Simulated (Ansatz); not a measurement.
## linear Al chain: period, moment and channels by functional

How many channels does the linear Al chain carry, and how sure is the answer?

Main program and level: Ansatz 0.2.0; DFT PBE, plane waves, PAW; relaxation of a chain's period, in the first sound run; inputs show where later runs differ.

## 1. The structure

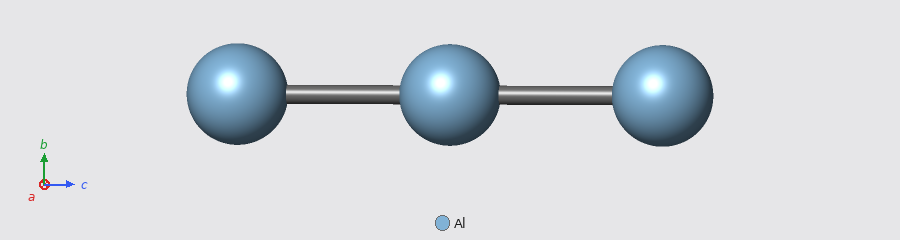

Start, viewed from the side, with the c axis across the page; aluminium light blue. 1×1×2 cells are drawn. Some periodic images of atoms are drawn too.

The cell holds 1 atom: 1 Al. Cell: a = 7.500 Å, b = 7.500 Å, c = 2.251 Å, α = 90.0°, β = 90.0°, γ = 90.0°. Vacuum lies along a and b. The structure's axis is c.

As a file:

```cif
data_structure
_symmetry_space_group_name_H-M 'P 1'
_symmetry_Int_Tables_number 1
_cell_length_a 7.5000
_cell_length_b 7.5000
_cell_length_c 2.2506
_cell_angle_alpha 90.000
_cell_angle_beta 90.000
_cell_angle_gamma 90.000
_cell_volume 126.60
loop_
_atom_site_label
_atom_site_type_symbol
_atom_site_fract_x
_atom_site_fract_y
_atom_site_fract_z
_atom_site_occupancy
Al1 Al 0.50000 0.50000 0.00000 1
```

## 2. Relaxation of atoms and period, level PBE, cutoff 420 eV

Band widths follow the bond lengths, so the chain is relaxed first. The atoms and the third cell vector are free; the box across stays fixed as vacuum. Moments are seeded so that a magnetic state can form if it lies lower. A Fermi-Dirac smearing is set since the result may be a metal. The pressure printed is a third of the stress's trace over the whole box, vacuum included; only the stress along the axis is relaxed.

input.yaml

```yaml
crystal:
  lattice:
    - [7.5, 0.0, 0.0]
    - [0.0, 7.5, 0.0]
    - [0.0, 0.0, 2.2506]
  atoms:
    - { symbol: Al, position: [0.5, 0.5, 0.0], spin: 0.5 }
magnetization:
  spin_polarized: true
kpoints:
  mp_grid: { grid: [1, 1, 36] }
scf:
  occupations: { method: fermi_dirac, width: 0.05 }
hamiltonian:
  xc: pbe
relax:
  cell: { fix: [a, b, alpha, beta, gamma] }
  max_steps: 60
```

On the command line:

```
ansatz run input.yaml --threads 4 --pin off --max-ram 8192MiB --backend cpu --events-out ev --progress --plain --runs-dir out
```

Numbers of over 12 decimals in the logs are rounded to 6 here.

The program printed:

```text
Engine: ansatz 0.2.0, aarch64-unknown-linux-gnu
Pseudopotentials: kind: paw
Pseudopotential: Al, paw, valence charge 3, recommended cutoff 420 eV (normal), Al.paw.azcp
Functional definition: PBE
  parameter kappa = 0.804
  parameter beta = 0.066725
  exchange = pbe_x(kappa = kappa, mu = beta*pi^2/3)
  correlation = pbe_c(beta = beta)
Crystal: 1 atoms, lattice volume = 126.596 Å³
Basis set: ecut = 420 eV, 2463 PW (Γ), exchange–correlation on 108×108×32 points (8 copies of the dense FFT grid, shifted against one another)
Bands: 6, of which v1, the nominal top of the filled ones, is band 2 counted from 1 (1 counted from 0)
Symmetry: 16 space group operations
Space group: P4/mmm (ITA 123), of the structure as read, at distance tolerance 5.0e-5 Å
Magnetic group: BNS 123.339 (UNI 999), of the structure as read, at distance tolerance 5.0e-5 Å
k-points: 19 of 36
Non-local potential: Al, projectors of the file, l = 0: 2, l = 1: 2, l = 2: 1
PAW form: soft (Blöchl's): semilocal exchange-correlation on the pseudo side does not see the compensation charge
PAW one-centre angular grid: Al, 110 points (default); XC on 64 Gauss nodes
Initial density: superposition of atomic densities (neutral atoms: chi_scale 0, normalization atom)
Starting moments: Σ|m| = 0.5 μB on 1 of 1 site
Initial wavefunctions: pseudopotential atomic-orbital guess
Functional: x = pbe(κ = 0.804, μ = 0.219515), c = pbe(β = 0.066725)
SCF iter   1: F=—  HF=-535.624706 eV  |F-HF|=—  |Δ(HF+E_count)|=         —  Δρ=1.09e-2 (↑8.44e-3 ↓1.09e-2)  dr2=6.71e-1  dr2_m=7.73e-3  M=0.274 μB ∫|m|=0.274 μB  β_m=0.30  ethr=3.10e-3  ⟨swp⟩=6.4  Hψ=2669  notcnv=0
preconditioner: auto → LDOS  [metal: Δε(μ)=0.097 eV  Ē_g=7.841 eV  σ=0.050 eV  W_gap=0.45  n_scr=8 (ndim 8)  ℏωp=5.5 eV  f_vac=0.381  D(μ)=1.32/eV (n_scr^D=8)]
spin=Collinear: LDOS preconditioning applied to the charge; magnetization (m = ρ↑ − ρ↓) channel mixes plain (no charge-response kernel on spin).
SCF iter   2: F=—  HF=-535.526384 eV  |F-HF|=—  |Δ(HF+E_count)|=   9.83e-2  Δρ=8.03e-3 (↑6.17e-3 ↓8.03e-3)  dr2=3.74e-1  dr2_m=4.78e-3  M=0.243 μB ∫|m|=0.243 μB  β_m=0.30  ethr=3.10e-3  ⟨swp⟩=2.1  Hψ=640  notcnv=0  defer=16
preconditioner: auto → none  [insulator: Δε(μ)=0.147 eV  Ē_g=7.954 eV  σ=0.050 eV  W_gap=0.62  n_scr=8 (ndim 8)  ℏωp=5.7 eV  f_vac=0.414  D(μ)=1.18/eV (n_scr^D=8)  ε∞_Penn≈1.5]
SCF iter   3: F=—  HF=-535.378825 eV  |F-HF|=—  |Δ(HF+E_count)|=   1.48e-1  Δρ=3.21e-3 (↑3.21e-3 ↓2.73e-3)  dr2=1.39e-2  dr2_m=2.96e-3  M=0.213 μB ∫|m|=0.213 μB  β_m=0.30  ethr=3.10e-3  ⟨swp⟩=2.4  Hψ=434  notcnv=0  defer=16
SCF iter   4: F=—  HF=-535.403593 eV  |F-HF|=—  |Δ(HF+E_count)|=   2.48e-2  Δρ=1.80e-3 (↑1.57e-3 ↓1.80e-3)  dr2=4.56e-3  dr2_m=1.72e-3  M=0.195 μB ∫|m|=0.196 μB  β_m=0.30  ethr=4.63e-4  ⟨swp⟩=2.8  Hψ=472  notcnv=0  defer=19
SCF iter   5: F=—  HF=-535.410619 eV  |F-HF|=—  |Δ(HF+E_count)|=   7.03e-3  Δρ=9.94e-4 (↑9.94e-4 ↓9.35e-4)  dr2=2.63e-5  dr2_m=1.08e-3  M=0.178 μB ∫|m|=0.180 μB  β_m=0.30  ethr=1.52e-4  ⟨swp⟩=2.8  Hψ=410  notcnv=0  defer=19
SCF iter   6: F=—  HF=-535.411877 eV  |F-HF|=—  |Δ(HF+E_count)|=   1.26e-3  Δρ=7.82e-4 (↑7.82e-4 ↓7.74e-4)  dr2=2.64e-6  dr2_m=7.02e-4  M=0.164 μB ∫|m|=0.166 μB  β_m=0.30  ethr=8.77e-7  ⟨swp⟩=2.4  Hψ=376  notcnv=0  defer=19
SCF iter   7: F=—  HF=-535.412770 eV  |F-HF|=—  |Δ(HF+E_count)|=   8.93e-4  Δρ=6.45e-4 (↑6.39e-4 ↓6.45e-4)  dr2=3.36e-7  dr2_m=4.79e-4  M=0.151 μB ∫|m|=0.153 μB  β_m=0.30  ethr=8.81e-8  ⟨swp⟩=2.1  Hψ=383  notcnv=0  defer=19
Mixer restart at iter 7: flushing history
spin-set hold released at iteration 7 (site moments contracting): the magnetisation degrees of freedom join the quasi-Newton model from the next iteration; the mixer history was flushed
SCF iter   8: F=—  HF=-535.413443 eV  |F-HF|=—  |Δ(HF+E_count)|=   6.73e-4  Δρ=5.44e-4 (↑5.43e-4 ↓5.44e-4)  dr2=3.16e-8  dr2_m=3.42e-4  M=0.138 μB ∫|m|=0.140 μB  β_m=0.43  ethr=1.12e-8  ⟨swp⟩=2.8  Hψ=317  notcnv=0  defer=19
SCF iter   9: F=—  HF=-535.415368 eV  |F-HF|=—  |Δ(HF+E_count)|=   1.92e-3  Δρ=2.97e-4 (↑2.97e-4 ↓2.96e-4)  dr2=1.81e-8  dr2_m=1.02e-4  M=0.085 μB ∫|m|=0.088 μB  β_m=0.44  ethr=1.05e-9  ⟨swp⟩=4.1  Hψ=482  notcnv=0  defer=19
SCF iter  10: F=—  HF=-535.416627 eV  |F-HF|=—  |Δ(HF+E_count)|=   1.26e-3  Δρ=1.36e-4 (↑1.29e-4 ↓1.36e-4)  dr2=1.77e-6  dr2_m=2.02e-5  M=0.033 μB ∫|m|=0.034 μB  β_m=0.73  ethr=6.03e-10  ⟨swp⟩=5.1  Hψ=471  notcnv=0  defer=19
SCF iter  11: F=—  HF=-535.416830 eV  |F-HF|=—  |Δ(HF+E_count)|=   2.03e-4  Δρ=1.97e-5 (↑1.97e-5 ↓1.51e-5)  dr2=1.67e-7  dr2_m=3.40e-7  M=-0.003 μB ∫|m|=0.003 μB  β_m=0.69  ethr=6.03e-10  ⟨swp⟩=5.2  Hψ=504  notcnv=0  defer=19
SCF iter  12: F=—  HF=-535.416832 eV  |F-HF|=—  |Δ(HF+E_count)|=   2.17e-6  Δρ=3.53e-6 (↑3.53e-6 ↓3.41e-6)  dr2=8.39e-10  dr2_m=1.38e-8  M=0.000 μB ∫|m|=0.000 μB  β_m=0.84  ethr=6.03e-10  ⟨swp⟩=4.9  Hψ=563  notcnv=0
SCF iter  13: F=—  HF=-535.416832 eV  |F-HF|=—  |Δ(HF+E_count)|=   4.98e-8  Δρ=1.21e-6 (↑1.21e-6 ↓1.12e-6)  dr2=2.81e-10  dr2_m=1.56e-9  M=-0.000 μB ∫|m|=0.000 μB  β_m=0.92  ethr=2.80e-11  ⟨swp⟩=4.0  Hψ=506  notcnv=0
SCF iter  14: F=—  HF=-535.416832 eV  |F-HF|=—  |Δ(HF+E_count)|=   1.98e-8  Δρ=7.04e-8 (↑6.98e-8 ↓7.04e-8)  dr2=8.45e-14  dr2_m=5.69e-12  M=-0.000 μB ∫|m|=0.000 μB  β_m=0.96  ethr=9.38e-12  ⟨swp⟩=3.8  Hψ=473  notcnv=0
SCF iter  15: F=-535.416832 eV  HF=-535.416832 eV  |F-HF|=5.68e-13  |Δ(HF+E_count)|=  6.82e-11  Δρ=9.60e-9 (↑9.60e-9 ↓8.72e-9)  dr2=9.71e-15  dr2_m=9.65e-14  M=-0.000 μB ∫|m|=0.000 μB  ethr=1.00e-12  ⟨swp⟩=2.0  Hψ=381  notcnv=0
WARN: the starting moments were not kept: the SCF closed with an absolute magnetisation of 2.1e-6 μB, where they sum to 0.5 μB in size (1 site). That is at most 0.1 of that sum. Measured as dr2_m measures the in/out step, that magnetisation stands 3.4e-13 eV from none, at or under the dr2_threshold of 1.0e-7 eV: it is no larger than a step whose dr2_m would equal this threshold. The system may hold no moment; this SC [...]
SCF 1 converged in 15 iterations: F = -535.416832 eV  dr2 = 9.71e-15
  greatest PAW one-centre occupation: 0.508 electrons in one spin orbital (limit 2), on the Al atom at site 0 (counted from 0), in its partial waves of l = 0
relax step   1: F+E_penalty+E_count = -535.41683240 eV  Δ(F+E_penalty+E_count) = +0.000e0 eV  max|allowed force component| = 0.000e0 eV/Å  Δτ_max = 0.0000 Å  P = +2.042 GPa  Ω = 126.596 Å³  fix = [a, b, alpha, beta, gamma]  reactions: a +0.205, b +0.205 GPa  (15 SCF iters, dr2 threshold 1.00e-7 eV, accepted)
Crystal: 1 atoms, lattice volume = 132.127 Å³
[...]
SCF iter   5: F=-535.565011 eV  HF=-535.565011 eV  |F-HF|=1.84e-7  |Δ(HF+E_count)|=   6.21e-7  Δρ=5.98e-6 (↑5.98e-6 ↓5.79e-6)  dr2=1.58e-9  dr2_m=4.24e-8  M=-0.002 μB ∫|m|=0.002 μB  β_m=0.86  ethr=3.33e-9  ⟨swp⟩=4.2  Hψ=535  notcnv=0
iter 6 did not close the SCF: its close was put off for a magnetic moment that had not settled (scf_convergence_deferred on its scf_iter line)
SCF iter   6: F=-535.565012 eV  HF=-535.565012 eV  |F-HF|=3.59e-8  |Δ(HF+E_count)|=   5.72e-7  Δρ=3.15e-6 (↑2.08e-6 ↓3.15e-6)  dr2=3.36e-9  dr2_m=8.02e-9  M=-0.001 μB ∫|m|=0.001 μB  β_m=0.93  ethr=5.27e-11  ⟨swp⟩=1.2  Hψ=711  notcnv=0
iter 7 did not close the SCF: its close was put off for a magnetic moment that had not settled (scf_convergence_deferred on its scf_iter line)
SCF iter   7: F=-535.565012 eV  HF=-535.565012 eV  |F-HF|=6.39e-9  |Δ(HF+E_count)|=   1.09e-7  Δρ=1.09e-6 (↑1.09e-6 ↓1.05e-6)  dr2=2.29e-11  dr2_m=1.41e-9  M=-0.000 μB ∫|m|=0.000 μB  β_m=0.96  ethr=5.27e-11  ⟨swp⟩=1.0  Hψ=698  notcnv=0
SCF iter   8: F=-535.565012 eV  HF=-535.565012 eV  |F-HF|=1.55e-11  |Δ(HF+E_count)|=   2.32e-8  Δρ=1.23e-7 (↑1.23e-7 ↓8.24e-8)  dr2=5.88e-11  dr2_m=1.91e-12  M=0.000 μB ∫|m|=0.000 μB  ethr=1.00e-12  ⟨swp⟩=1.0  Hψ=762  notcnv=0
the starting moments were not kept: the SCF closed with an absolute magnetisation of 2.8e-6 μB, where they sum to 0.5 μB in size (1 site). That is at most 0.1 of that sum. Measured as dr2_m measures the in/out step, that magnetisation stands 6.0e-13 eV from none, at or under the dr2_threshold of 1.0e-7 eV: it is no larger than a step whose dr2_m would equal this threshold.
SCF 3 converged in 8 iterations: F = -535.565012 eV  dr2 = 5.88e-11
  greatest PAW one-centre occupation: 0.486 electrons in one spin orbital (limit 2), on the Al atom at site 0 (counted from 0), in its partial waves of l = 0
relax step   3: F+E_penalty+E_count = -535.56501172 eV  Δ(F+E_penalty+E_count) = -2.018e-2 eV  max|allowed force component| = 0.000e0 eV/Å  Δτ_max = 0.0000 Å  P = +0.280 GPa  Ω = 134.939 Å³  energy of the carried Pulay correction = -4.887e-4 eV  fix = [a, b, alpha, beta, gamma]  reactions: a +0.201, b +0.201 GPa  (8 SCF iters, dr2 threshold 1.00e-7 eV, accepted)
[...]
relax step   4: F+E_penalty+E_count = -535.56621365 eV  Δ(F+E_penalty+E_count) = -1.202e-3 eV  max|allowed force component| = 0.000e0 eV/Å  Δτ_max = 0.0000 Å  P = +0.136 GPa  Ω = 135.855 Å³  energy of the carried Pulay correction = -5.407e-4 eV  fix = [a, b, alpha, beta, gamma]  reactions: a +0.200, b +0.200 GPa  (8 SCF iters, dr2 threshold 1.00e-7 eV, accepted)
Basis set: ecut = 420 eV, 2633 PW (Γ), exchange–correlation on 108×108×36 points (8 copies of the dense FFT grid, shifted against one another)
Initial wavefunctions: pseudopotential atomic-orbital guess (no wavefunctions were taken with the density)
iter 1 solved again at ethr=1.05e-6 eV; its pass at ethr=3.10e-3 eV (dr2=3.16e-5 eV) is discarded
SCF iter   1: F=—  HF=-535.567335 eV  |F-HF|=—  |Δ(HF+E_count)|=         —  Δρ=2.57e-5 (↑2.57e-5 ↓2.57e-5)  dr2=3.53e-7  dr2_m=1.05e-13  M=0.000 μB ∫|m|=0.000 μB  β_m=0.30  ethr=1.05e-6  ⟨swp⟩=2.7  Hψ=3252  notcnv=0
preconditioner: auto → none  [insulator: Δε(μ)=0.167 eV  Ē_g=7.089 eV  σ=0.050 eV  W_gap=0.68  n_scr=8 (ndim 8)  ℏωp=5.5 eV  f_vac=0.475  D(μ)=1.27/eV (n_scr^D=8)  ε∞_Penn≈1.6]
SCF iter   2: F=—  HF=-535.567338 eV  |F-HF|=—  |Δ(HF+E_count)|=   3.63e-6  Δρ=1.82e-5 (↑1.82e-5 ↓1.82e-5)  dr2=1.68e-7  dr2_m=8.60e-14  M=0.000 μB ∫|m|=0.000 μB  β_m=0.62  ethr=1.18e-8  ⟨swp⟩=2.1  Hψ=284  notcnv=0
SCF iter   3: F=—  HF=-535.567347 eV  |F-HF|=—  |Δ(HF+E_count)|=   9.00e-6  Δρ=9.76e-7 (↑9.75e-7 ↓9.76e-7)  dr2=1.19e-9  dr2_m=2.92e-14  M=0.000 μB ∫|m|=0.000 μB  β_m=0.72  ethr=5.60e-9  ⟨swp⟩=2.0  Hψ=294  notcnv=0
SCF iter   4: F=—  HF=-535.567347 eV  |F-HF|=—  |Δ(HF+E_count)|=   7.01e-9  Δρ=5.63e-8 (↑5.54e-8 ↓5.63e-8)  dr2=2.69e-11  dr2_m=1.82e-14  M=0.000 μB ∫|m|=0.000 μB  β_m=0.71  ethr=3.96e-11  ⟨swp⟩=2.0  Hψ=290  notcnv=0
SCF iter   5: F=—  HF=-535.567347 eV  |F-HF|=—  |Δ(HF+E_count)|=   8.54e-9  Δρ=4.53e-8 (↑4.53e-8 ↓4.53e-8)  dr2=2.73e-11  dr2_m=1.34e-14  M=0.000 μB ∫|m|=0.000 μB  β_m=0.71  ethr=1.00e-12  ⟨swp⟩=8.1  Hψ=946  notcnv=0
SCF iter   6: F=-535.567347 eV  HF=-535.567347 eV  |F-HF|=3.41e-12  |Δ(HF+E_count)|=  1.34e-10  Δρ=2.67e-8 (↑2.56e-8 ↓2.67e-8)  dr2=6.45e-12  dr2_m=8.51e-15  M=0.000 μB ∫|m|=0.000 μB  ethr=1.00e-12  ⟨swp⟩=4.0  Hψ=818  notcnv=0
the starting moments were not kept: the SCF closed with an absolute magnetisation of 1.1e-6 μB, where they sum to 0.5 μB in size (1 site). That is at most 0.1 of that sum. Measured as dr2_m measures the in/out step, that magnetisation stands 8.9e-14 eV from none, at or under the dr2_threshold of 1.0e-11 eV: it is no larger than a step whose dr2_m would equal this threshold.
SCF 5 converged in 6 iterations: F = -535.567347 eV  dr2 = 6.45e-12
relax step   5: F+E_penalty+E_count = -535.56734720 eV  Δ(F+E_penalty+E_count) = -1.134e-3 eV  max|allowed force component| = 0.000e0 eV/Å  Δτ_max = 0.0000 Å  P = +0.147 GPa  Ω = 135.855 Å³  fix = [a, b, alpha, beta, gamma]  reactions: a +0.206, b +0.206 GPa  stress off target by 2.88e-2 GPa on what of the cell is left free  SCF on the basis re-selected at this cell (its energy is not comparable with the rows above)  (6 SCF iters)
basis re-selected at this cell: Δ(F+E_penalty+E_count) = -1.134e-3 eV, ΔP = +0.011 GPa vs the last step (what re-selecting the basis moved, of the pressure what is left beyond the Pulay correction that the steps carried, after the strain that the cell walked since its last selection, with what the two solves' SCF thresholds leave and, on support functions, any second-order correction that the steps lacked; it is no measure of the basis error at this ecutwfc). The dense FFT grid was sized anew with the basis: this SCF ran on 54×54×18 points, the steps before it on 54×54×16, so part of this shift can come from that change (see relax.cell in the input reference). [rest of the remark cut]
SCF converged after 6 iterations
Magnetization: 0.0000 μB (1.5000 up, 1.5000 down)
Absolute magnetization: 0.0000 μB (∫|ρ↑−ρ↓|, with the PAW one-centre terms)
Spin contamination: 0.0000 ħ² per cell (⟨S²⟩ above its minimum at these occupations)
Per-site moments (μB) at R_I (Å): [(1.7908568646591166e-7, 0.996267)]
Free energy (F): -535.567347 eV
Harris-Foulkes:  -535.567347 eV  (|F-HF|=3.41e-12)
Internal energy: -535.556339 eV  (E = F + TS)
E sigma→0 (E₀):  -535.561843 eV
Entropy (-TS):   -0.011008 eV (-11.008 meV/atom)
Fermi energy:    -2.517210 eV
--- Per-component energies (eV) ---
  E_band       = -16.705831
  E_kinetic    = 19.220523
  E_local      = -73.565392  (includes V_loc(G=0)·N_el)
  E_nonlocal   = 11.198133
  E_hartree    = 27.592665
  E_xc         = -36.813498
  E_vxc        = -24.965564  (∫ρ·V_xc dr)
  E_paw        = -467.448410  (= ΣΔE_a)
  E_vpaw       = -3.778875  (= ΣTr[D̂ρ^β])
  E_aug_tail   = -0.000002  (compensation charges beyond the density's cutoff)
  E_ewald      = -15.740358
  E_smearing   = -0.011008  (= −TS)
  E_closure    = -0.000000  (closes the sum)
  Σ components = -535.567347   (vs F -535.567347, Δ=0.00e0)
--- Forces (eV/Å), atoms counted from 1 ---
  atom   1  Al     0.00000000    -0.00000000     0.00000000
  max |Σ_I F_I| component: 1.97e-31 eV/Å
--- Stress (GPa, compression-positive) ---
        0.205513       0.000000       0.000000
        0.000000       0.205513       0.000000
        0.000000       0.000000       0.028842
  P = ⅓ Tr σ = 0.1466 GPa (1.466 kbar)
--- Relaxed structure (4 steps of the walk, 4 accepted, 1 SCFs on fresh bases) ---
  F+E_penalty+E_count = -535.56734720 eV   max|allowed force component| = 0.000e0 eV/Å   (the final SCF, on the basis selected at the relaxed cell)
  cell:  # Å, volume = 135.8546 Å³
    - [7.5, 0.0, 0.0]
    - [0.0, 7.5, 0.0]
    - [0.0, 0.0, 2.415193]
  atoms:
    - { symbol: Al, position: [0.5, 0.5, 0.0] }
```

The job ended after 4 s (4 threads of Arm Neoverse V2, shared host; peak memory 0.34 GiB; 13 s of CPU time).

Step by step:

```csv
step,energy less that of the first step (eV),largest force component (eV/Å),pressure (GPa),volume (Å³)
1,0.0000,0.0000,2.04,126.60
2,-0.1280,0.0000,0.78,132.13
3,-0.1482,0.0000,0.28,134.94
4,-0.1494,0.0000,0.14,135.85
5*,-0.1505,0.0000,0.15,135.85
```

Relaxation steps marked * repeat the geometry before them on a plane-wave basis chosen anew for their cell, so energy and pressure can jump there.

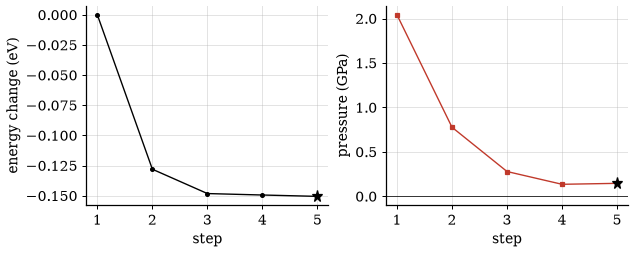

Energy and pressure along the relaxation. Stars mark steps on a basis chosen anew.

```csv
cell as run,before,after,change
c (Å),2.251,2.415,+7.3 %
```

The relaxed structure:

```xyz
1
Lattice="7.5000 0.0000 0.0000 0.0000 7.5000 0.0000 0.0000 0.0000 2.4152" Properties=species:S:1:pos:R:3
Al    3.7500    3.7500    0.0000
```

This step gave:

| Property | Result |
| --- | --- |
| energy at zero smearing | -535.5618 eV |
| cell length along the wire | 2.415 Å |

The cell's length comes to 2.415 Å with no moment.

(Part 1 of 3 ends here.)

[Logs are printed without paths, hosts, clocks, repeated set-up lines and the standing remarks that a program may print on its own settings, such as how far it seeks lower states.]

[Hosts, paths, dates, database ids (printed as entryN), source tags and the programs' standing remarks are cut or masked in the printed files.]
